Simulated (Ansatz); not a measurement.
# SiO2: a point defect seen from the nuclei (Sn on a Si site), part 2 of 2

Wanted: the field gradients around Sn on a Si site in SiO2, cell charge 0, before and after the neighbours move. The cell is a supercell built from a computed entry of the Materials Project. Planned: a single point, then a relaxation.

Ansatz 0.2.0; DFT, PBE, plane-wave PAW, default files, scalar-relativistic. The steps go on from the part before.

## Step 3: Ions relaxed

Input file input.yaml:

```yaml
crystal:
  lattice:
    - [-7.3748367111, 4.2578639604, 5.4316252501]
    - [7.3748367111, -4.2578639604, 5.4316252501]
    - [2.4582789037, 4.2578639604, -5.4316252501]
  atoms:
    - { symbol: Sn, position: [0.4010657817, 0.1666666667, 0.234399115] }
    - { symbol: Si, position: [0.9010657817, 0.6666666667, 0.234399115] }
    - { symbol: Si, position: [0.9010657817, 0.1666666667, 0.734399115] }
    - { symbol: Si, position: [0.4010657817, 0.6666666667, 0.734399115] }
    - { symbol: Si, position: [0.265600885, 0.265600885, 0.53120177] }
    - { symbol: Si, position: [0.765600885, 0.765600885, 0.53120177] }
    - { symbol: Si, position: [0.765600885, 0.265600885, 0.03120177] }
    - { symbol: Si, position: [0.265600885, 0.765600885, 0.03120177] }
    - { symbol: Si, position: [0.3333333333, 0.5677324483, 0.234399115] }
    - { symbol: Si, position: [0.8333333333, 0.0677324483, 0.234399115] }
    - { symbol: Si, position: [0.8333333333, 0.5677324483, 0.734399115] }
    - { symbol: Si, position: [0.3333333333, 0.0677324483, 0.734399115] }
    - { symbol: O, position: [0.639629695, 0.34617898, 0.437989075] }
    - { symbol: O, position: [0.139629695, 0.84617898, 0.437989075] }
    - { symbol: O, position: [0.139629695, 0.34617898, 0.937989075] }
    - { symbol: O, position: [0.639629695, 0.84617898, 0.937989075] }
    - { symbol: O, position: [0.8683072867, 0.7340271817, 0.721181535] }
    - { symbol: O, position: [0.3683072867, 0.2340271817, 0.721181535] }
    - { symbol: O, position: [0.3683072867, 0.7340271817, 0.221181535] }
    - { symbol: O, position: [0.8683072867, 0.2340271817, 0.221181535] }
    - { symbol: O, position: [0.3137924183, 0.2415232383, 0.34082939] }
    - { symbol: O, position: [0.8137924183, 0.7415232383, 0.34082939] }
    - { symbol: O, position: [0.8137924183, 0.2415232383, 0.84082939] }
    - { symbol: O, position: [0.3137924183, 0.7415232383, 0.84082939] }
    - { symbol: O, position: [0.5270369717, 0.5993061517, 0.34082939] }
    - { symbol: O, position: [0.0270369717, 0.0993061517, 0.34082939] }
    - { symbol: O, position: [0.0270369717, 0.5993061517, 0.84082939] }
    - { symbol: O, position: [0.5270369717, 0.0993061517, 0.84082939] }
    - { symbol: O, position: [0.3528742483, 0.4871543533, 0.721181535] }
    - { symbol: O, position: [0.8528742483, 0.9871543533, 0.721181535] }
    - { symbol: O, position: [0.8528742483, 0.4871543533, 0.221181535] }
    - { symbol: O, position: [0.3528742483, 0.9871543533, 0.221181535] }
    - { symbol: O, position: [0.29835938, 0.591810095, 0.437989075] }
    - { symbol: O, position: [0.79835938, 0.091810095, 0.437989075] }
    - { symbol: O, position: [0.79835938, 0.591810095, 0.937989075] }
    - { symbol: O, position: [0.29835938, 0.091810095, 0.937989075] }
kpoints:
  mp_grid: { grid: [3, 3, 4] }
scf:
  occupations: { method: fermi_dirac, width: 0.01 }
hamiltonian:
  xc: pbe
  pseudopotentials: { kind: paw }
output:
  forces: true
  stress: true
  populations: true
  efg:
    quadrupole_moments_barn: { Sn: -0.132, O: -0.02558 }
    contact_densities: true
relax:
  f_tol: 0.03
  max_steps: 40
```

The run is started by

```bash
$ ansatz run input.yaml --threads 1 --pin off --max-ram 3072MiB --backend cpu --events-out ev --progress --plain --runs-dir out
```

The log of the run:

```text
[... 1 line left out ...]
Warning: RAYON_NUM_THREADS=1 ignored (pool sized by the plan → 1); use --threads N
Sn: output.efg is read without spin–orbit coupling, which moves field gradients at and beside such atoms by some per cent and up to a factor of two; PAW files take it under magnetization.noncollinear and magnetization.spin_orbit
Engine: ansatz 0.2.0, aarch64-unknown-linux-gnu
Pseudopotentials: kind: paw
Pseudopotential: Sn, paw, valence charge 14, recommended cutoff 420 eV (normal), Sn.paw.azcp
Pseudopotential: Si, paw, valence charge 4, recommended cutoff 420 eV (normal), Si.paw.azcp
Pseudopotential: O, paw, valence charge 6, recommended cutoff 420 eV (normal), O.paw.azcp
Functional definition: PBE
  parameter kappa = 0.804
  parameter beta = 0.06672455060314922
  exchange = pbe_x(kappa = kappa, mu = beta*pi^2/3)
  correlation = pbe_c(beta = beta)
Crystal: 36 atoms, lattice volume = 454.823 Å³
Basis set: ecut = 420 eV, 8919 PW (Γ), exchange–correlation on 144×144×100 points (8 copies of the dense FFT grid, shifted against one another)
Bands: 137, of which v1, the nominal top of the filled ones, is band 101 counted from 1 (100 counted from 0)
Symmetry: 1 space group operations
Space group: P1 (ITA 1), of the structure as read, at distance tolerance 7.7e-5 Å
k-points: 19 of 36 (time reversal used)
Non-local potential: Sn, projectors of the file, l = 0: 2, l = 1: 2, l = 2: 2, l = 3: 2
Non-local potential: Si, projectors of the file, l = 0: 2, l = 1: 2, l = 2: 2
Non-local potential: O, projectors of the file, l = 0: 2, l = 1: 2, l = 2: 1
PAW form: soft (Blöchl's): semilocal exchange-correlation on the pseudo side does not see the compensation charge
PAW one-centre angular grid: Sn, 590 points (default); XC on 64 Gauss nodes
PAW one-centre angular grid: Si, 110 points (default); XC on 64 Gauss nodes
PAW one-centre angular grid: O, 110 points (default); XC on 64 Gauss nodes
Initial density: superposition of atomic densities (neutral atoms: chi_scale 0, normalization atom), corrected by the library's trained network
Initial wavefunctions: pseudopotential atomic-orbital guess
Functional: x = pbe(κ = 0.804, μ = 0.2195149727645171), c = pbe(β = 0.06672455060314922)
SCF iter   1: F=—  HF=-26662.582021 eV  |F-HF|=—  |Δ(HF+E_count)|=         —  Δρ=1.98e-3  dr2=2.01e-2  ethr=1.77e-3  ⟨swp⟩=7.0  Hψ=12887  notcnv=0  defer=299
preconditioner: auto → Resta (q_TF=auto, 2.383 Å⁻¹)  ε∞=3.0  [insulator: Δε(μ)=5.774 eV  Ē_g=17.522 eV  σ=0.010 eV  W_gap=1.00  n_scr=104 (ndim 8)  ℏωp=24.7 eV  f_vac=0.123  D(μ)=0.00/eV (n_scr^D=0)  ε∞_Penn≈3.0]
SCF iter   2: F=—  HF=-26662.584080 eV  |F-HF|=—  |Δ(HF+E_count)|=   2.06e-3  Δρ=9.90e-4  dr2=5.33e-3  ethr=9.94e-6  ⟨swp⟩=2.9  Hψ=4509  notcnv=0  defer=600
SCF iter   3: F=—  HF=-26662.585609 eV  |F-HF|=—  |Δ(HF+E_count)|=   1.53e-3  Δρ=3.87e-4  dr2=1.17e-3  ethr=2.64e-6  ⟨swp⟩=2.1  Hψ=3454  notcnv=0  defer=600
SCF iter   4: F=—  HF=-26662.585508 eV  |F-HF|=—  |Δ(HF+E_count)|=   1.01e-4  Δρ=1.21e-4  dr2=7.42e-5  ethr=5.81e-7  ⟨swp⟩=2.0  Hψ=3385  notcnv=0  defer=600
iter 5 did not close the SCF: its close was put off for the readings that it lacked (scf_convergence_deferred on its scf_iter line)
SCF iter   5: F=-26662.585535 eV  HF=-26662.585541 eV  |F-HF|=5.11e-6  |Δ(HF+E_count)|=   3.28e-5  Δρ=6.39e-5  dr2=1.22e-5  ethr=3.67e-8  ⟨swp⟩=2.2  Hψ=3969  notcnv=0  defer=600
SCF iter   6: F=-26662.585541 eV  HF=-26662.585541 eV  |F-HF|=7.38e-8  |Δ(HF+E_count)|=   6.61e-7  Δρ=1.89e-5  dr2=1.34e-6  ethr=6.06e-9  ⟨swp⟩=3.0  Hψ=9417  notcnv=0
SCF 1 converged in 6 iterations: F = -26662.585541 eV  dr2 = 1.34e-6
relax step   1: F+E_penalty+E_count = -26662.58554130 eV  Δ(F+E_penalty+E_count) = +0.000e0 eV  max|allowed force component| = 1.768e1 eV/Å  Δτ_max = 0.0000 Å  (6 SCF iters, dr2 threshold 2.25e-5 eV, accepted)
[... 11 lines left out ...]
relax step   2: F+E_penalty+E_count = -26670.37373616 eV  Δ(F+E_penalty+E_count) = -7.788e0 eV  max|allowed force component| = 3.594e0 eV/Å  Δτ_max = 0.1981 Å  (6 SCF iters, dr2 threshold 1.00e-4 eV, accepted)
[... 18 lines left out ...]
relax step   4: F+E_penalty+E_count = -26672.12915890 eV  Δ(F+E_penalty+E_count) = -3.916e-1 eV  max|allowed force component| = 2.023e-1 eV/Å  Δτ_max = 0.1289 Å  (6 SCF iters, dr2 threshold 1.00e-4 eV, accepted)
[... 17 lines left out ...]
relax step   6: F+E_penalty+E_count = -26672.13622769 eV  Δ(F+E_penalty+E_count) = -3.912e-4 eV  max|allowed force component| = 8.661e-3 eV/Å  Δτ_max = 0.0070 Å  (6 SCF iters, accepted)
NSCF: frozen V_eff on 19 k-points
[... 1 line left out ...]
SCF converged after 6 iterations
Free energy (F): -26672.136228 eV
Harris-Foulkes:  -26672.136228 eV  (|F-HF|=6.24e-9)
Internal energy: -26672.136228 eV  (E = F + TS)
E sigma→0 (E₀):  -26672.136228 eV
Fermi energy:    5.171958 eV
--- Per-component energies (eV) ---
[... 14 lines left out ...]
--- Forces (eV/Å), atoms counted from 1 ---
  atom   1  Sn    -0.00165905     0.00494955     0.00121773
  atom   2  Si    -0.00343031     0.00334400     0.00216909
  atom   3  Si     0.00071647     0.00058896     0.00119401
  atom   4  Si    -0.00355544     0.00421236    -0.00097316
  atom   5  Si     0.00225312     0.00150449    -0.00369216
  atom   6  Si    -0.00044837    -0.00051312    -0.00005733
[... 30 lines left out ...]
  max |Σ_I F_I| component: 5.46e-5 eV/Å
--- Stress (GPa, compression-positive) ---
        3.751743       0.601032       0.089300
        0.601029       2.558214      -0.067838
        0.089302      -0.067837       3.393605
  P = ⅓ Tr σ = 3.2345 GPa (32.345 kbar)
--- PAW observables at the nuclei: V_zz in 10²¹ V/m², potentials from the cell's mean, atoms counted from 1 ---
  atom   1  Sn V_zz =    +3.938289   η = 0.5744   by run symmetry: allowed   C_q = -12.5700 MHz
            electrostatic potential = -8166.961246 V   contact ρ = 1236250.692572 e/Å³
  atom   2  Si V_zz =    +1.016884   η = 0.9765   by run symmetry: allowed
            electrostatic potential = -1355.358699 V   contact ρ = 12801.497905 e/Å³
  atom   3  Si V_zz =    -0.336834   η = 0.1487   by run symmetry: allowed
            electrostatic potential = -1355.507669 V   contact ρ = 12801.319619 e/Å³
  atom   4  Si V_zz =    +1.027877   η = 0.5354   by run symmetry: allowed
            electrostatic potential = -1355.443844 V   contact ρ = 12801.618784 e/Å³
  atom   5  Si V_zz =    +0.804741   η = 0.6601   by run symmetry: allowed
            electrostatic potential = -1355.703706 V   contact ρ = 12801.955954 e/Å³
  atom   6  Si V_zz =    +0.515317   η = 0.7981   by run symmetry: allowed
            electrostatic potential = -1355.274113 V   contact ρ = 12801.483550 e/Å³
  atom   7  Si V_zz =    +0.777669   η = 0.6581   by run symmetry: allowed
            electrostatic potential = -1355.435541 V   contact ρ = 12801.322537 e/Å³
  atom   8  Si V_zz =    -0.761692   η = 0.3170   by run symmetry: allowed
            electrostatic potential = -1355.653089 V   contact ρ = 12801.823264 e/Å³
  atom   9  Si V_zz =    +0.761708   η = 0.5935   by run symmetry: allowed
            electrostatic potential = -1355.296823 V   contact ρ = 12801.361353 e/Å³
  atom  10  Si V_zz =    -0.649274   η = 0.9310   by run symmetry: allowed
            electrostatic potential = -1355.567448 V   contact ρ = 12801.534151 e/Å³
  atom  11  Si V_zz =    -0.939045   η = 0.2763   by run symmetry: allowed
            electrostatic potential = -1355.611678 V   contact ρ = 12801.933961 e/Å³
  atom  12  Si V_zz =    -1.041651   η = 0.5665   by run symmetry: allowed
            electrostatic potential = -1355.554756 V   contact ρ = 12801.777458 e/Å³
  atom  13  O  V_zz =    +9.548185   η = 0.6446   by run symmetry: allowed   C_q = -5.9058 MHz
            electrostatic potential = -620.052501 V   contact ρ = 2156.080834 e/Å³
  atom  14  O  V_zz =    +9.391840   η = 0.2337   by run symmetry: allowed   C_q = -5.8091 MHz
            electrostatic potential = -619.918600 V   contact ρ = 2154.073308 e/Å³
  atom  15  O  V_zz =    +9.788256   η = 0.2399   by run symmetry: allowed   C_q = -6.0542 MHz
            electrostatic potential = -619.885925 V   contact ρ = 2153.664635 e/Å³
  atom  16  O  V_zz =    +8.956991   η = 0.3049   by run symmetry: allowed   C_q = -5.5401 MHz
            electrostatic potential = -619.905332 V   contact ρ = 2153.999089 e/Å³
  atom  17  O  V_zz =    +8.988613   η = 0.4041   by run symmetry: allowed   C_q = -5.5597 MHz
            electrostatic potential = -619.786064 V   contact ρ = 2154.237646 e/Å³
  atom  18  O  V_zz =    +8.980249   η = 0.2462   by run symmetry: allowed   C_q = -5.5545 MHz
            electrostatic potential = -619.830226 V   contact ρ = 2154.122533 e/Å³
  atom  19  O  V_zz =    +9.416308   η = 0.2290   by run symmetry: allowed   C_q = -5.8242 MHz
            electrostatic potential = -619.922827 V   contact ρ = 2153.791864 e/Å³
  atom  20  O  V_zz =    +9.401852   η = 0.2624   by run symmetry: allowed   C_q = -5.8152 MHz
            electrostatic potential = -619.869172 V   contact ρ = 2153.759059 e/Å³
  atom  21  O  V_zz =    +9.739234   η = 0.5812   by run symmetry: allowed   C_q = -6.0239 MHz
            electrostatic potential = -619.977359 V   contact ρ = 2156.230566 e/Å³
  atom  22  O  V_zz =    +9.820872   η = 0.2356   by run symmetry: allowed   C_q = -6.0744 MHz
            electrostatic potential = -619.828193 V   contact ρ = 2153.832538 e/Å³
  atom  23  O  V_zz =    +9.330992   η = 0.2192   by run symmetry: allowed   C_q = -5.7714 MHz
            electrostatic potential = -620.013371 V   contact ρ = 2153.657469 e/Å³
  atom  24  O  V_zz =    +8.936324   η = 0.3471   by run symmetry: allowed   C_q = -5.5273 MHz
            electrostatic potential = -619.835465 V   contact ρ = 2154.184076 e/Å³
  atom  25  O  V_zz =    +9.620885   η = 0.2850   by run symmetry: allowed   C_q = -5.9507 MHz
            electrostatic potential = -619.747394 V   contact ρ = 2153.939853 e/Å³
  atom  26  O  V_zz =    +8.756566   η = 0.3296   by run symmetry: allowed   C_q = -5.4161 MHz
            electrostatic potential = -619.911691 V   contact ρ = 2154.016051 e/Å³
  atom  27  O  V_zz =    +9.061356   η = 0.3283   by run symmetry: allowed   C_q = -5.6046 MHz
            electrostatic potential = -619.943187 V   contact ρ = 2154.018395 e/Å³
  atom  28  O  V_zz =    +9.612647   η = 0.2000   by run symmetry: allowed   C_q = -5.9456 MHz
            electrostatic potential = -619.790433 V   contact ρ = 2153.815291 e/Å³
  atom  29  O  V_zz =    +8.826285   η = 0.3104   by run symmetry: allowed   C_q = -5.4592 MHz
            electrostatic potential = -619.864987 V   contact ρ = 2154.260731 e/Å³
  atom  30  O  V_zz =    +9.502467   η = 0.2454   by run symmetry: allowed   C_q = -5.8775 MHz
            electrostatic potential = -619.931895 V   contact ρ = 2153.667254 e/Å³
  atom  31  O  V_zz =    +9.509599   η = 0.2597   by run symmetry: allowed   C_q = -5.8819 MHz
            electrostatic potential = -619.948390 V   contact ρ = 2153.757226 e/Å³
  atom  32  O  V_zz =   +10.009058   η = 0.6277   by run symmetry: allowed   C_q = -6.1908 MHz
            electrostatic potential = -619.995499 V   contact ρ = 2156.163715 e/Å³
  atom  33  O  V_zz =    +9.669410   η = 0.2661   by run symmetry: allowed   C_q = -5.9807 MHz
            electrostatic potential = -619.845531 V   contact ρ = 2153.800985 e/Å³
  atom  34  O  V_zz =    +9.048228   η = 0.2683   by run symmetry: allowed   C_q = -5.5965 MHz
            electrostatic potential = -619.975724 V   contact ρ = 2153.906954 e/Å³
  atom  35  O  V_zz =    +9.175980   η = 0.2921   by run symmetry: allowed   C_q = -5.6755 MHz
            electrostatic potential = -619.817364 V   contact ρ = 2154.203103 e/Å³
  atom  36  O  V_zz =   +10.011202   η = 0.5384   by run symmetry: allowed   C_q = -6.1921 MHz
            electrostatic potential = -620.026169 V   contact ρ = 2156.048103 e/Å³
--- Band table (eV; the first three rows and the last of 19) ---
[... 4 lines left out ...]
--- Relaxed structure (6 steps of the walk, 6 accepted, 0 SCFs on fresh bases) ---
  F+E_penalty+E_count = -26672.13622769 eV   max|allowed force component| = 8.661e-3 eV/Å
  atoms:
[... 36 lines left out ...]
--- Löwdin populations: 36 sites ---
  site symbol       q [e]
[... 36 lines left out ...]
  spilling = 0.012591 (of n_electrons = 202.000000)
```

Run time: 13 min. Hardware: 1 thread of Arm Neoverse V2, shared host; peak memory 1.4 GiB.

The steps of the relaxation:

```
step  energy change (eV)  largest force component (eV/Å)
   1              0.0000                          17.682
   2             -7.7882                           3.594
   3             -9.1521                           1.956
   4             -9.5436                           0.202
   5             -9.5503                           0.060
   6             -9.5507                           0.009
```

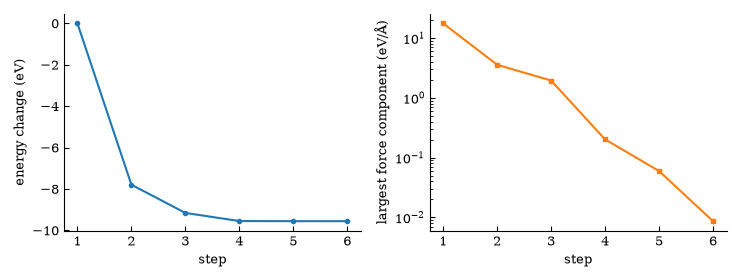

Energy and largest force component along the relaxation.

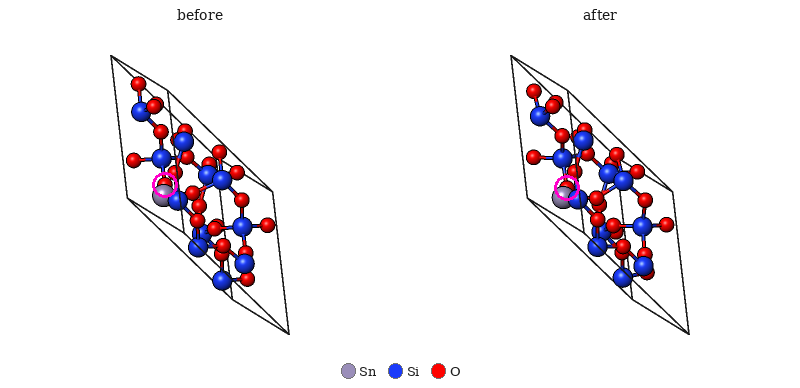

Before and after; atom 21 (O), which moved most, is ringed, with its images.

Atom 21 (O) moved farthest, 0.470 Å; the mean move was 0.163 Å.

State: gap on the mesh 4.36 eV, largest force 0.010 eV/Å, pressure 3.2 GPa.

Beside the values of step 2 (V_zz in 10²¹ V/m²; 9 of 36 rows, with the four largest changes of size):

```
site  atoms  V_zz, PBE  V_zz, PBE relaxed  η, PBE  η, PBE relaxed
  Sn      1       3.17               3.94    0.66            0.57
 O21     21       8.09               9.74    0.19            0.58
 O36     36       8.09              10.01    0.20            0.54
 O32     32       8.07              10.01    0.19            0.63
 O13     13       8.07               9.55    0.19            0.64
 Si8      8      -0.85              -0.76    0.68            0.32
 Si5      5       0.89               0.80    0.34            0.66
Si11     11      -0.91              -0.94    0.54            0.28
Si12     12       0.89              -1.04    0.35            0.57
```

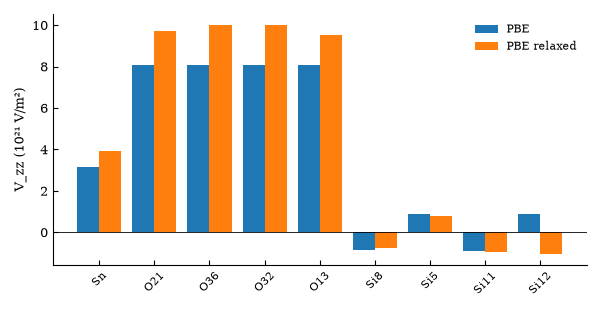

V_zz by site: PBE and PBE relaxed.

Like atoms gathered into sites: 11 of 36, those nearest the defect, the farthest of each element and the two largest gradients.

```
site  atoms  distance from the defect (Å)  V_zz (10²¹ V/m²)     η    C_Q (MHz)
  Sn      1                          0.00              3.94  0.57            –
 O36     36                          1.93             10.01  0.54  -6.19 (¹⁷O)
 O21     21                          1.93              9.74  0.58  -6.02 (¹⁷O)
 O13     13                          1.94              9.55  0.64  -5.91 (¹⁷O)
 O32     32                          1.94             10.01  0.63  -6.19 (¹⁷O)
 Si5      5                          3.17              0.80  0.66            –
Si11     11                          3.20             -0.94  0.28            –
 Si8      8                          3.20             -0.76  0.32            –
Si12     12                          3.21             -1.04  0.57            –
Si10     10                          4.90             -0.65  0.93            –
 O16     16                          5.18              8.96  0.30  -5.54 (¹⁷O)
```

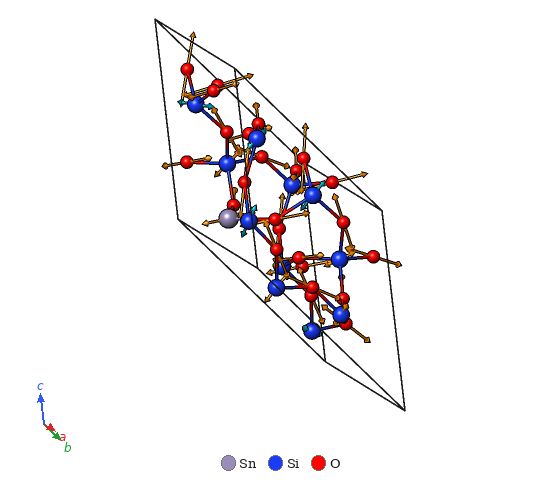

Principal axis of V_zz at each atom with a gradient: orange where V_zz is positive, teal where negative; longer for larger size.

The sizes of the gradients above 0.15 moved by 5 % in the median, 58 % at the site that moves most (small gradients counted from 0.15; Si3, 0.80 to -0.34), with a change of sign at Si12, Si10, Si3.

## Step 4: Simulated spectra, from step 3

¹⁷O (I = 5/2, Q = -25.58 mb) in zero field: pure quadrupole lines, for atoms at rest. Strengths are squared matrix elements for a powder, against the strongest line of the same site.

```
site  count  line (MHz)  strength
 O36      1        1.18      1.00
 O36      1        1.77      0.77
 O36      1        2.95      0.04
 O21      1        1.19      1.00
 O21      1        1.71      0.79
 O21      1        2.90      0.04
 O13      1        1.22      1.00
 O13      1        1.66      0.82
 O13      1        2.88      0.05
 O32      1        1.26      1.00
 O32      1        1.74      0.82
 O32      1        3.00      0.05
 O16      1       0.911      1.00
 O16      1        1.63      0.68
```

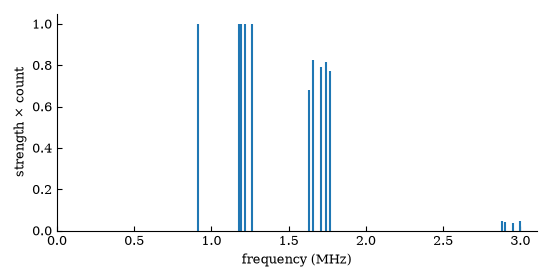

Stick spectrum of the ¹⁷O quadrupole resonances of the sites tabulated.

¹¹⁹Sn Mössbauer parameters. δ = α(ρ − ρ₀) against SnO₂, with ρ the contact density, α = 0.0988 mm s⁻¹ a₀³ and ρ₀ = 183191.44 a₀⁻³ from a line fitted to 8 measured compounds at this level (rms miss 0.12 mm/s); ΔE_Q = ½eQV_zz(1 + η²/3)^½ with Q = -0.132 b.

```
site  count  ρ − ρ₀ (a₀⁻³)  δ (mm/s)  ΔE_Q (mm/s)
  Sn      1           2.03      0.20        -0.34
```

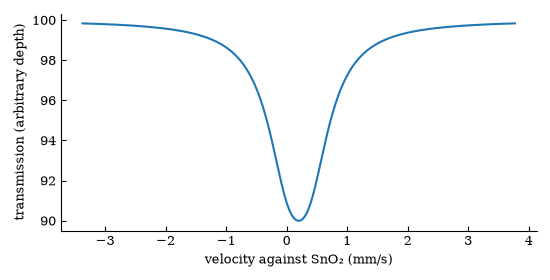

Simulated ¹¹⁹Sn spectrum, Lorentzians 0.85 mm/s wide.

## Step 5: Summary of results

What follows sums up all 2 parts.

```
                            quantity                                                                                                                                                  value
                      state (step 3)                                                                                    gap on the mesh 4.36 eV, largest force 0.010 eV/Å, pressure 3.2 GPa
    V_zz by site, step 3 (10²¹ V/m²)                                                                  Sn 3.94, O36 10.01, O21 9.74, O13 9.55, O32 10.01, Si5 0.80, Si11 -0.94, Si8 -0.76, …
         largest C_Q in size, step 3                                                                                                                                   6.19 MHz, ¹⁷O at O36
step 3 (ions relaxed) against step 2  5 % in the median, 58 % at the site that moves most (small gradients counted from 0.15; Si3, 0.80 to -0.34), with a change of sign at Si12, Si10, Si3
```

The largest gradient sits at O36 (1 Si at 1.62 Å, 1 Sn at 1.93 Å, angle 129°). The runs allow no spin. Moves of at most 0.47 Å on relaxation changed gradients by up to 58 % in size at the worst site (5 % in the median) (gradients over 0.15 counted), so at some sites the starting positions were a poor guide. The highest ¹⁷O quadrupole line lies at 3.00 MHz, for nuclei at rest; thermal motion mostly lowers such lines a little. The ¹¹⁹Sn isomer shift is 0.20 mm/s against SnO₂. The defect repeats with the cell of 36 atoms, so it feels its images: sites between two images don't show the values beside a lone defect, and zeros or small values of η there can come from the images' arrangement. O and Si carry a gradient in the pure host already, so the values there aren't the defect's effect alone. The program warns that gradients near heavy atoms lack spin–orbit coupling.

The gaps are Kohn-Sham values of a semilocal functional, not quasiparticle or optical gaps. Such gaps usually fall short of the measured ones.
